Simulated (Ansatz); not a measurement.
# BHLYP/def2-TZVP run of BNH6 (SMILES [BH3-][NH3+])

Aim: the energy change on altering one bond length of BNH6 at BHLYP/def2-TZVP, from 2 runs. 

The calculation is run with Ansatz 0.2.0.

51 further runs of the same task are left out: 51 set aside as unsound or not needed.

### Step 1. The structure to begin with

The species is BNH6 (8 atoms), meant as a singlet with charge 0. SMILES: `[BH3-][NH3+]`. Geometry: relaxed at PBE0-D4/def2-TZVP.

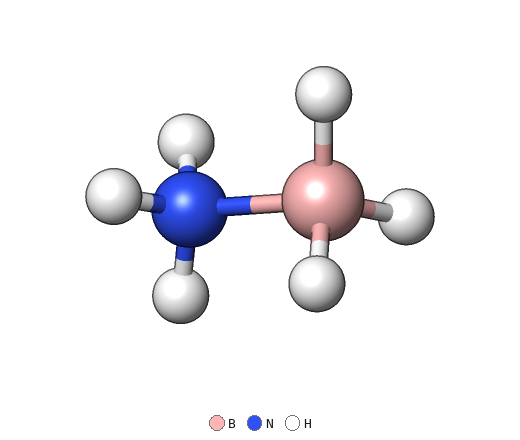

Viewed from a chosen angle; boron pink, nitrogen blue, hydrogen white.

### Step 2. A single-point energy at BHLYP/def2-TZVP

run.yaml reads:

```yaml
crystal:
  periodic: [false, false, false]
  atoms:
    - symbol: B
      position_ang: [-0.191300, 0.250800, -0.775400]
    - symbol: "N"
      position_ang: [0.206500, -0.255100, 0.731700]
    - symbol: H
      position_ang: [-0.078200, -0.728400, -1.481000]
    - symbol: H
      position_ang: [-1.332600, 0.649700, -0.687200]
    - symbol: H
      position_ang: [0.604400, 1.126600, -1.038400]
    - symbol: H
      position_ang: [0.140800, 0.507000, 1.398700]
    - symbol: H
      position_ang: [1.156600, -0.611300, 0.755300]
    - symbol: H
      position_ang: [-0.414000, -0.996500, 1.040500]
basis:
  gaussian:
    orbitals: def2-TZVP
magnetization:
  spin_polarized: false
hamiltonian:
  xc: {name: BHLYP}
output: {orbitals: {seedname: orbitals}}
accuracy: high
```

On the command line:

```console
$ ansatz run run.yaml --threads 1 --pin off --max-ram 3480MiB --events-out events.jsonl --progress --plain --runs-dir runs
```

Standard output:

```text
Warning: RAYON_NUM_THREADS=1 ignored (pool sized by the plan → 1); use --threads N
Functional definition: BHLYP
  name "BHLYP"
  parameter a = 0.5
  exchange = (1 - a)*b88_x + a*exact_x
  correlation = lyp_c
1878 factors; integrals over basis functions are off by at most 3.7e-9 eV
mean field evaluation 1: about -2259.9506 eV, gradient 4.1e1 eV
mean field evaluation 2: about -2261.0402 eV, gradient 3.6e1 eV
mean field evaluation 4: about -2263.7814 eV, gradient 1.1e0 eV
mean field evaluation 8: about -2263.7817 eV, gradient 2.7e-3 eV
mean field evaluation 16: about -2263.7817 eV, gradient 1.9e-8 eV
mean field -2263.78174955 eV, -83.1924448497 hartree, gradient 1.9e-8 eV, S^2 0.000000; 0 other end points of the search recorded, 0 dependent functions left out
reference -2263.78177548 eV, -83.1924458026 hartree; 9, 9 occupied and 89, 89 virtual orbitals, 1878 factors
Total energy: -2263.78177548 eV, -83.1924458026 hartree
```

Run time: 3.9 s. Hardware: 1 thread of Arm Neoverse V2, shared host; peak memory 0.24 GiB.

### Step 3. The distorted shape at the same level

run.yaml reads:

```yaml
crystal:
  periodic: [false, false, false]
  atoms:
    - {symbol: B, position_ang: [-0.247846, 0.740367, -0.422624]}
    - {symbol: N, position_ang: [0.149954, 0.234467, 1.084476]}
    - {symbol: H, position_ang: [-0.078200, -0.728400, -1.481000]}
    - {symbol: H, position_ang: [-1.389146, 1.139267, -0.334424]}
    - {symbol: H, position_ang: [0.547854, 1.616167, -0.685624]}
    - {symbol: H, position_ang: [0.084254, 0.996567, 1.751476]}
    - {symbol: H, position_ang: [1.100054, -0.121733, 1.108076]}
    - {symbol: H, position_ang: [-0.470546, -0.506933, 1.393276]}
basis:
  gaussian:
    orbitals: def2-TZVP
hamiltonian:
  xc: {name: BHLYP}
accuracy: high
output: {orbitals: {seedname: orbitals}}
```

On the command line:

```console
$ ansatz run run.yaml --threads 1 --pin off --max-ram 3480MiB --events-out events.jsonl --progress --plain --runs-dir runs
```

Standard output:

```text
Warning: RAYON_NUM_THREADS=1 ignored (pool sized by the plan → 1); use --threads N
[... 5 set-up lines as earlier in the session ...]
1881 factors; integrals over basis functions are off by at most 3.8e-9 eV
mean field evaluation 1: about -2258.7202 eV, gradient 3.9e1 eV
mean field evaluation 2: about -2259.3916 eV, gradient 3.6e1 eV
mean field evaluation 4: about -2262.0595 eV, gradient 9.8e-1 eV
mean field evaluation 8: about -2262.0592 eV, gradient 2.6e-3 eV
mean field evaluation 16: about -2262.0592 eV, gradient 9.5e-8 eV
mean field -2262.05924841 eV, -83.1291441004 hartree, gradient 9.5e-8 eV, S^2 0.000000; 0 other end points of the search recorded, 0 dependent functions left out
reference -2262.05927481 eV, -83.1291450705 hartree; 9, 9 occupied and 89, 89 virtual orbitals, 1881 factors
Total energy: -2262.05927481 eV, -83.1291450705 hartree
```

Wall time 3.9 s (1 thread of Arm Neoverse V2, shared host); peak memory 0.24 GiB.

### Step 4. Summary of results

Level: BHLYP/def2-TZVP.

| quantity | value |
| --- | --- |
| first shape: total energy | -83.19245 Eh |
| first shape: HOMO energy | -9.13 eV |
| first shape: LUMO energy | 0.57 eV |
| first shape: HOMO–LUMO gap | 9.70 eV |
| distorted shape: total energy | -83.12915 Eh |
| distorted shape: HOMO energy | -7.55 eV |
| distorted shape: LUMO energy | 0.38 eV |
| distorted shape: HOMO–LUMO gap | 7.94 eV |
| energy change with the B1–H3 bond stretched from 1.212 to 1.818 Å | 1.723 eV |

What this shows: With the B1–H3 bond stretched from 1.212 to 1.818 Å the energy rises by 1.72 eV (166 kJ/mol). The first shape isn't relaxed at this level, so the change isn't measured from a minimum.
